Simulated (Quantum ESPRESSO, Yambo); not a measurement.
# A GW chain in Yambo: AlN (F-43m), part 2 of 2

Aim: the G0W0 gap of AlN (F-43m) on PBE, step by step.

Quantum ESPRESSO 7.5 and Yambo 5.3.0; PBE and many-body steps on it, plane waves. Known limits of the many-body steps: not at the basis limit.

So far. Step 3 (Bands along the symmetry lines): The gap is 3.325 eV, as in the run before at this level. Step 4 (Empty states on the mesh, 6×6×6 mesh, 90 bands): On this mesh the gap is 3.325 eV.

## (5) Conversion and set-up

This step: Yambo 5.3.0; conversion and set-up on PBE, plane waves, norm-conserving pseudopotentials.

The states are converted to the many-body program's format and the q mesh is built.

Command:

```sh
$ (cd o/x.save; p2y > p2y.log; mv SAVE ../..); yambo > setup.log
```

Log:

```text
 Yambo, version 5.3.0

 [02] CORE Variables Setup
 =========================

  [02.01] Unit cells
  ==================

  Cell kind             :  FCC
  Atoms in the cell     :  Al  N
  number of Al atoms    :  1
  number of N  atoms    :  1

  List of atomic masses
  Mass of Al    :  26.98200
  Mass of N     :  14.00700

  List of atomic coordinates    : [cc]
  Al1       :  0.000000  0.000000  0.000000  order 1
  N1       :  6.190725  6.190725  6.190725  order 2

  Alat factors          :  4.127150  4.127150  4.127150 [a.u.]
  Direct lattice volume :  140.5985 [a.u.]
  Direct lattice vectors:  A[ 1 ]  A[ 2 ]  A[ 3 ]
   A[ 1 ]: -0.000000  1.000000  1.000000  [iru]
  -0.000000  4.127150  4.127150  [cc]
   A[ 2 ]:  1.000000 -0.000000  1.000000  [iru]
   4.127150 -0.000000  4.127150  [cc]
   A[ 3 ]:  1.000000  1.000000 -0.000000  [iru]
   4.127150  4.127150 -0.000000  [cc]

  Recip. lattice volume :  1.764245 [a.u.]
  Recip. lattice vectors:  B[ 1 ]  B[ 2 ]  B[ 3 ]
   B[ 1 ]: -0.500000  0.500000  0.500000  [iku]
  -0.761202  0.761202  0.761202  [cc]
   B[ 2 ]:  0.500000 -0.500000  0.500000  [iku]
   0.761202 -0.761202  0.761202  [cc]
   B[ 3 ]:  0.500000  0.500000 -0.500000  [iku]
   0.761202  0.761202 -0.761202  [cc]

  [02.02] Symmetries
  ==================

  Inversion symmetry    : yes
  Spatial inversion     : no
  Inversion index       :  25
  K-space Time-reversal : yes
  Magnetic symmetries   : no
  Time-reversal derived K-space symmetries:   25   48
  Group table correct   : yes
  Symmetries units      :  [cc]

   [S  1]:   1.0000     -0.16624E-17 -0.16624E-17 -0.16624E-17   1.0000      0.16624E-17  0.16624E-17  0.16624E-17   1.0000
   [S  2]:  -1.0000      0.16624E-17 -0.16624E-17  0.16624E-17  -1.0000      0.16624E-17 -0.16624E-17 -0.16624E-17   1.0000
   [S  3]:  -1.0000     -0.16624E-17  0.16624E-17  0.16624E-17   1.0000     -0.16624E-17 -0.16624E-17  0.16624E-17  -1.0000
[...]
[S  9]: -0.16624E-17   1.0000     -0.16624E-17  0.16624E-17 -0.16624E-17   1.0000       1.0000      0.16624E-17  0.16624E-17
   [S 10]: -0.16624E-17  -1.0000      0.16624E-17  0.16624E-17  0.16624E-17  -1.0000       1.0000     -0.16624E-17 -0.16624E-17
     [... 36 further rows ...]
   [S*47]:   1.0000     -0.16624E-17  0.16624E-17 -0.16624E-17  0.16624E-17  -1.0000      0.16624E-17   1.0000     -0.16624E-17
   [S*48]:   1.0000      0.16624E-17 -0.16624E-17 -0.16624E-17 -0.16624E-17   1.0000      0.16624E-17  -1.0000      0.16624E-17

  [02.03] Reciprocal space
  ========================

  nG shells         :  167
  nG charge         :  11575
  nG WFs            :  1944
  nC WFs            :  1464
  G-vecs. in first 16 shells:  [ Number ]
     1    9   15   27   51   59   65   89  113
   137  169  181  229  259  283  307
  ...
  Shell energy in first 16 shells:  [ mHa ]
[...]
WF components:  1448
  K [16]         [rlu]:  0.166667 -0.500000 -0.333333
         WF components:  1458

  [02.05] Energies & Occupations
  ==============================

  [X] === General ===
  [X] Electronic Temperature                        :  0.000000  0.000000 [eV K]
  [X] Bosonic    Temperature                        :  0.000000  0.000000 [eV K]
  [X] Finite Temperature mode                       : no
  [X] El. density                                   :  0.38398E+24 [cm-3]
  [X] Fermi Level                                   :  6.956541 [eV]

  [X] === Gaps and Widths ===
  [X] Conduction Band Min                           :  3.324859 [eV]
  [X] Valence Band Max                              :  0.000000 [eV]
  [X] Filled Bands                                  :   4
  [X] Empty Bands                                   :    5   90
  [X] Direct Gap                                    :  4.192097 [eV]
  [X] Direct Gap localized at k                     :  1
  [X] Indirect Gap                                  :  3.324859 [eV]
  [X] Indirect Gap between kpts                     :   1  13
  [X] Last valence band width                       :  2.503466 [eV]
  [X] 1st conduction band width                     :  4.659018 [eV]

  E @ K [ 1]:  [eV]
   -14.967     -0.13697E-09 -0.10325E-09   0.0000       4.1921       12.589       12.589       12.589
  occ @ K [ 1]
   2.000000  2.000000  2.000000  2.000000  0.000000  0.000000  0.000000  0.000000
  E @ K [ 2]:  [eV]
  -14.56954  -1.85037  -0.13204  -0.13204   5.61104  11.66674  12.74948  12.74948
  occ @ K [ 2]
[...]
E @ K [ 3]:  [eV]
[...]
occ @ K [ 3]
[...]
E @ K [ 8]:  [eV]
[...]
occ @ K [ 8]
[...]
E @ K [ 9]:  [eV]
[...]
occ @ K [ 9]
[...]
E @ K [10]:  [eV]
[...]
occ @ K [10]
[...]
E @ K [11]:  [eV]
[...]
occ @ K [11]
[...]
E @ K [12]:  [eV]
[...]
occ @ K [12]
[...]
E @ K [13]:  [eV]
[...]
occ @ K [13]
[...]
E @ K [14]:  [eV]
[...]
occ @ K [14]
[...]
E @ K [15]:  [eV]
[...]
occ @ K [15]
[...]
E @ K [16]:  [eV]
  -12.23963  -4.30827  -2.77838  -2.50347   5.25263  10.34074  12.97930  13.00358
  occ @ K [16]
   2.000000  2.000000  2.000000  2.000000  0.000000  0.000000  0.000000  0.000000

 [03] Transferred momenta grid and indexing
 ==========================================

 IBZ Q-points                                      :  16
 BZ  Q-points                                      :  216

 K/Q-points units:
 rlu = crystal or reduced units; cc = cartesian coordinates; iku = interal k-units

 Q [ 1]         [rlu]:  0.000000  0.000000  0.000000
 Q [ 2]         [rlu]:  0.37242E-17  0.37242E-17  0.16667
 Q [ 3]         [rlu]:  0.74483E-17  0.74483E-17  0.33333
[...]
Q [ 8]         [rlu]:  0.10596E-16  0.16667     -0.33333
 Q [ 9]         [rlu]: -0.74483E-17  0.16667     -0.16667
 Q [10]         [rlu]: -0.22848E-17  0.33333      0.33333
     [... 4 further rows ...]
 Q [15]         [rlu]:  0.166667  0.333333 -0.333333
 Q [16]         [rlu]:  0.166667 -0.500000 -0.333333

  [03.01] X indexes
  =================

   [03.01.01] Sigma indexes
   ========================

 [06] Game Over & Game summary
```

The job ended after 2.9 s (1 MPI rank of AMD EPYC 7R43, shared host; peak memory 0.23 GiB).

## (6) Screening and self-energy, 6×6×6 mesh, 90 bands, screening to 210.9 eV

Now the one-shot GW correction: screening in the RPA, then the self-energy of the levels asked for.

This step: G0W0 on PBE, plane waves, norm-conserving pseudopotentials.

gw1.in

```
HF_and_locXC
gw0
dyson
ppa
em1d
rim_cut
RandQpts= 1000000
RandGvec= 1 RL
EXXRLvcs= 72 Ry
VXCRLvcs= 288 Ry
Chimod= "HARTREE"
% BndsRnXp
 1 | 90 |
%
NGsBlkXp= 15.5 Ry
% LongDrXp
 1 | 1 | 1 |
%
% GbndRnge
 1 | 90 |
%
DysSolver= "n"
ExtendOut
PPAPntXp= 27.21138 eV
% QPkrange
 1 | 16 | 2 | 9 |
%
```

Command:

```sh
$ OMP_NUM_THREADS=1 mpirun -n 8 yambo -F gw1.in -J gw1 -C gw1 > gw1.log
```

Log:

```text
 Yambo, version 5.3.0

 [02] CORE Variables Setup
 =========================

  [... cell, symmetries and grids as in the set-up ...]

  [02.05] Energies & Occupations
  ==============================

  [X] === General ===
  [X] Electronic Temperature                        :  0.000000  0.000000 [eV K]
  [X] Bosonic    Temperature                        :  0.000000  0.000000 [eV K]
  [X] Finite Temperature mode                       : no
  [X] El. density                                   :  0.38398E+24 [cm-3]
  [X] Fermi Level                                   :  6.956541 [eV]

  [X] === Gaps and Widths ===
  [X] Conduction Band Min                           :  3.324859 [eV]
  [X] Valence Band Max                              :  0.000000 [eV]
  [X] Filled Bands                                  :   4
  [X] Empty Bands                                   :    5   90
  [X] Direct Gap                                    :  4.192097 [eV]
  [X] Direct Gap localized at k                     :  1
  [X] Indirect Gap                                  :  3.324859 [eV]
  [X] Indirect Gap between kpts                     :   1  13
  [X] Last valence band width                       :  2.503466 [eV]
  [X] 1st conduction band width                     :  4.659018 [eV]

 [03] Transferred momenta grid and indexing
 ==========================================

 IBZ Q-points                                      :  16
 BZ  Q-points                                      :  216

 K/Q-points units:
 rlu = crystal or reduced units; cc = cartesian coordinates; iku = interal k-units

 Q [ 1]         [rlu]:  0.000000  0.000000  0.000000
 Q [ 2]         [rlu]:  0.37242E-17  0.37242E-17  0.16667
 Q [ 3]         [rlu]:  0.74483E-17  0.74483E-17  0.33333
 Q [ 4]         [rlu]:  0.10596E-16  0.10596E-16 -0.50000
 Q [ 5]         [rlu]: -0.11424E-17  0.16667      0.16667
 Q [ 6]         [rlu]:  0.37242E-17  0.16667      0.33333
 Q [ 7]         [rlu]: -0.11600E-16  0.16667      0.50000
 Q [ 8]         [rlu]:  0.10596E-16  0.16667     -0.33333
 Q [ 9]         [rlu]: -0.74483E-17  0.16667     -0.16667
 Q [10]         [rlu]: -0.22848E-17  0.33333      0.33333
     [... 4 further rows ...]
 Q [15]         [rlu]:  0.166667  0.333333 -0.333333
 Q [16]         [rlu]:  0.166667 -0.500000 -0.333333

 [04] Coloumb potential Random Integration (RIM)
 ===============================================

  [04.01] RIM initialization
  ==========================

  * Diagonal components only detected *

  8 x (sBL volume)        :  0.065342 [a.u.]
  sBZ random points       :  1000000
  Points outside the sBZ  :   7999624
  RL volume               :  1.764245 [a.u.]
  Integrated volume       :  1.764328 [a.u.]

  [04.02] RIM integrals
  =====================

  Gamma point sphere radius             :  0.073060 [a.u.]
  Points outside the sphere             :   799635
  [Int_sBZ(q=0) 1/q^2]*(Vol_sBZ)^(-1/3) =:  7.763403
                                 should be <:  7.795600

  Summary of Coulomb integrals for non-metallic bands |Q|[au] RIM/Bare

  Q [1] 0.100000E-4 0.995870 * Q [2] 0.219740 1.064378
  Q [5] 0.253734 1.062849 * Q [9] 0.358834 1.025826
  Q [6] 0.420770 1.018699 * Q [3] 0.439480 1.016443
  Q [10] 0.507468 1.012926 * Q [8] 0.553000 1.010601
  Q [14] 0.567366 1.010058 * Q [7] 0.621518 1.008230
  Q [11] 0.659220 1.007395 * Q [4] 0.659220 1.007462
  Q [12] 0.717668 1.006251 * Q [15] 0.750555 1.005796
  Q [13] 0.761202 1.005879 * Q [16] 0.802377 1.005300

 [05] Dipoles
 ============

  [05.01] Setup: observables and procedures
  =========================================

 [06] Dynamic Dielectric Matrix (PPA)
 ====================================

 [SLK-Inversion]  Pools        :  2
 [SLK-Inversion]  BLACS grid   :  2  2

 [WR./gw1//ndb.pp]---------------------------------------------------------------
  Brillouin Zone Q/K grids (IBZ/BZ)                :   16  216   16  216
  RL vectors                                       :  1989 [WF]
  Coulomb cutoff potential                         : none
  Electronic Temperature                           :  0.000000 [K]
  Bosonic    Temperature                           :  0.000000 [K]
  PPA    diel. fun.  energies                      : Perdew, Burke & Ernzerhof(X)+Perdew, Burke & Ernzerhof(C)
  wavefunctions                                    : Perdew, Burke & Ernzerhof(X)+Perdew, Burke & Ernzerhof(C)
  Global Gauge                                     : length
  X matrix size                                    :  181
  X band range                                     :    1   90
  X e/h energy range                               : -1.000000 -1.000000 [eV]
  X Time ordering                                  : R
  X Hxc Kernel                                     : HARTREE
  X Drude frequency                                :  0.000000  0.000000
  X poles                                          :  100.0000 [o/o]
  RL vectors in the sum                            :  1989
  [r,Vnl] included                                 : yes
  Field direction                                  :  0.577350E-5  0.577350E-5  0.577350E-5
  BZ energy Double Grid                            : no
  BZ energy DbGd points                            : 0
  BZ Q point size factor                           : -1.000000
  X Optical Averaged directions                    : none

 [07] Local Exchange-Correlation + Non-Local Fock
 ================================================

 [VXC] Plane waves :  11575
 [EXS] Plane waves :  1471

 QP @ state[ 1 ] K range:   1  16
 QP @ state[ 1 ] b range:   2   9

 [xc] Functional : Perdew, Burke & Ernzerhof(X)+Perdew, Burke & Ernzerhof(C)
 [xc] LIBXC used to calculate xc functional
  PP Number of Atomic Species                      :  2
  NLCC RL compoments                               :  11575
  PP Number of Atomic Species                      :  2
  NLCC RL compoments                               :  11575

 [xc] E_xc :  -3.456492 [Ha]
      E_xc :  -6.912984 [Ry]

  Local XC kind (lXC) : Perdew, Burke & Ernzerhof(X)+Perdew, Burke & Ernzerhof(C)
  Non-Local XC kind (nlXC) : Hartree-Fock

  Corrections @ K [1] :  [eV]
 <2|nlXC|2> = -20.90811 -0.52185E-17 <2|lXC|2> = -16.95948  0.000000
 <3|nlXC|3> = -20.90814 -0.25421E-16 <3|lXC|3> = -16.95948  0.000000
 <4|nlXC|4> = -20.90815 -0.10825E-16 <4|lXC|4> = -16.95948  0.000000
 <5|nlXC|5> = -8.108825  0.98909E-18 <5|lXC|5> = -12.53146  0.75527E-15
 <6|nlXC|6> = -4.109557 -0.26617E-18 <6|lXC|6> = -9.891617  0.000000
 <7|nlXC|7> = -4.109545 -0.20880E-17 <7|lXC|7> = -9.891617  0.000000
 <8|nlXC|8> = -4.109593  0.32234E-18 <8|lXC|8> = -9.891617  0.000000
 <9|nlXC|9> = -3.761172  0.12389E-17 <9|lXC|9> = -10.33364  0.000000

  Corrections @ K [2] :  [eV]
 <2|nlXC|2> = -19.69096 -0.20697E-16 <2|lXC|2> = -15.27963  0.000000
 <3|nlXC|3> = -20.85695  0.96842E-17 <3|lXC|3> = -16.84473  0.75527E-15
[...]
Corrections @ K [3] :  [eV]
[...]
Corrections @ K [4] :  [eV]
[...]
Corrections @ K [5] :  [eV]
[...]
[... 10 further k-points ...]
  Corrections @ K [16] :  [eV]
[...]
<5|nlXC|5> = -6.539788 -0.49760E-17 <5|lXC|5> = -11.10803 -0.11801E-16
 <6|nlXC|6> = -5.494694 -0.28055E-18 <6|lXC|6> = -11.12771  0.47204E-16
 <7|nlXC|7> = -4.388282 -0.10194E-18 <7|lXC|7> = -10.83692  0.000000
 <8|nlXC|8> = -7.005507  0.16284E-17 <8|lXC|8> = -14.19141 -0.47204E-16
 <9|nlXC|9> = -4.102316  0.63187E-18 <9|lXC|9> = -11.48274  0.000000

  [07.01] Hartree-Fock occupations report
  =======================================

  [Hartree-Fock] === General ===
  [Hartree-Fock] Electronic Temperature             :  0.000000  0.000000 [eV K]
  [Hartree-Fock] Bosonic    Temperature             :  0.000000  0.000000 [eV K]
  [Hartree-Fock] Finite Temperature mode            : no
  [Hartree-Fock] El. density                        :  0.38398E+24 [cm-3]
  [Hartree-Fock] Fermi Level                        :  6.956541 [eV]

  [Hartree-Fock] === Gaps and Widths ===
  [Hartree-Fock] Conduction Band Min                :  7.468453 [eV]
  [Hartree-Fock] Valence Band Max                   : -3.948676 [eV]
  [Hartree-Fock] Filled Bands                       :   4
  [Hartree-Fock] Empty Bands                        :    5   90
  [Hartree-Fock] Direct Gap                         :  12.56341 [eV]
  [Hartree-Fock] Direct Gap localized at k          :  1
  [Hartree-Fock] Indirect Gap                       :  11.41713 [eV]
  [Hartree-Fock] Indirect Gap between kpts          :   1  13
  [Hartree-Fock] Last valence band width            :  3.152443 [eV]
  [Hartree-Fock] 1st conduction band width          :  6.130772 [eV]

 [08] Dyson equation: Newton solver
 ==================================

  [08.01] G0W0 (W PPA)
  ====================

  [  GW  ] Bands range     :    1   90
  [GW/PPA] G damping       :  0.100000 [eV]

  QP @ state[ 1 ] K range:   1  16
  QP @ state[ 1 ] b range:   2   9

   Sc/G bands                                       :    1   90
   Sc/G damping                                     :  0.100000 ev
   Sc bands terminator                              : no
   Sx RL components                                 :  1471

   QP @ state[ 1 ] K range                          :   1  16
   QP @ state[ 1 ] b range                          :   2   9
   GF energies kind                                 : Perdew, Burke & Ernzerhof(X)+Perdew, Burke & Ernzerhof(C)
   GF WF`s kind                                     : Perdew, Burke & Ernzerhof(X)+Perdew, Burke & Ernzerhof(C)
   Xs energies kind                                 : Perdew, Burke & Ernzerhof(X)+Perdew, Burke & Ernzerhof(C)
   Xs WF`s kind                                     : Perdew, Burke & Ernzerhof(X)+Perdew, Burke & Ernzerhof(C)

 [11] Game Over & Game summary
```

It took 8.9 min on 8 MPI ranks; peak memory 2.6 GiB; 70 min of CPU time.

This step gave:

| Item | Value |
| --- | --- |
| G0W0 gap on the mesh | 4.512 eV |
| starting gap on the mesh | 3.325 eV |
| k of the valence top | 0, 0, 0 |
| k of the conduction bottom | 0, -0.5, -0.5 |
| least direct G0W0 gap on the computed points | 5.582 eV |
| Z at the valence top | 0.7903 |
| Z at the conduction bottom | 0.8391 |

The gap on the mesh goes from 3.32 eV to 4.51 eV, a correction of +1.19 eV.

Limits: finite bands, cutoff and mesh. v1 is the top filled band, c1 the lowest empty one. The levels before and after the correction (eV, zero at the valence-band top of each column):

```csv
,conduction bottom,valence top
Kohn-Sham,3.32,0.00
G0W0,4.51,0.00
```

```csv
,level,energy (eV)
Kohn-Sham,Γ v3-v1,0.000
Kohn-Sham,Γ c1,4.192
Kohn-Sham,Γ c2-c4,12.589
Kohn-Sham,(0 -0.5 -0.5) v3,-4.898
Kohn-Sham,(0 -0.5 -0.5) v2-v1,-1.775
Kohn-Sham,(0 -0.5 -0.5) c1,3.325
Kohn-Sham,(0 -0.5 -0.5) c2,8.652
Kohn-Sham,(0 -0.5 -0.5) c3,13.920
Kohn-Sham,(0 -0.5 -0.5) c4,15.697
G0W0,Γ v3-v1,0.000
G0W0,Γ c1,5.582
G0W0,Γ c2-c4,14.049
G0W0,(0 -0.5 -0.5) v3,-5.341
G0W0,(0 -0.5 -0.5) v2-v1,-2.075
G0W0,(0 -0.5 -0.5) c1,4.512
G0W0,(0 -0.5 -0.5) c2,10.087
G0W0,(0 -0.5 -0.5) c3,16.070
G0W0,(0 -0.5 -0.5) c4,17.389
```

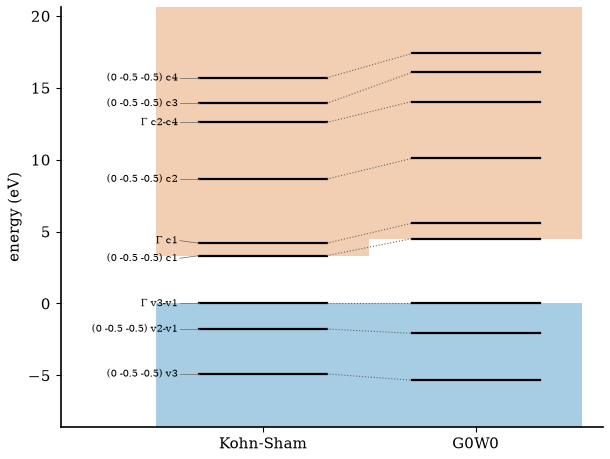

Levels before and after the correction. Shaded: valence and conduction bands.

## (7) Where the time went

Times are wall times on the hardware named with each run, good to a factor of about two.

```csv
step,time,share,memory (GiB)
ground state,2.5 s,0 %,0.43
bands along the symmetry lines,2 s,0 %,0.38
empty states on the mesh,3 s,1 %,0.43
conversion and set-up,2.9 s,1 %,0.23
screening and self-energy,8.9 min,98 %,2.6
```

## (8) Outcome

```
PBE gap              : 3.32 eV, indirect
G0W0 gap on the mesh : 4.51 eV
GW settings          : 6×6×6 mesh, 90 bands, screening to 210.9 eV, Godby-Needs plasmon pole
known limits         : not at the basis limit
```

**Reading.** G0W0 moves the gap on the mesh from 3.32 eV to 4.51 eV (+1.19 eV), with Z of 0.79 and 0.84 at the edges. The dearest step here is «screening and self-energy». Bands and cutoff are finite, so the gap is not at the basis limit. The miss can reach some tenths of an eV and take either sign; the mesh is an error of its own.

[Paths, hosts, dates, memory and timing lines, banners, echoed tables and standing remarks are left out of the program output.]

[Logs are printed without paths, hosts, clocks, repeated set-up lines and the standing remarks that a program may print on its own settings, such as how far it seeks lower states.]

[Runs of the session that timed out or met a known fault of the program may be left out.]

[Hosts, paths, dates, database ids (printed as entryN), source tags and the programs' standing remarks are cut or masked in the printed files.]
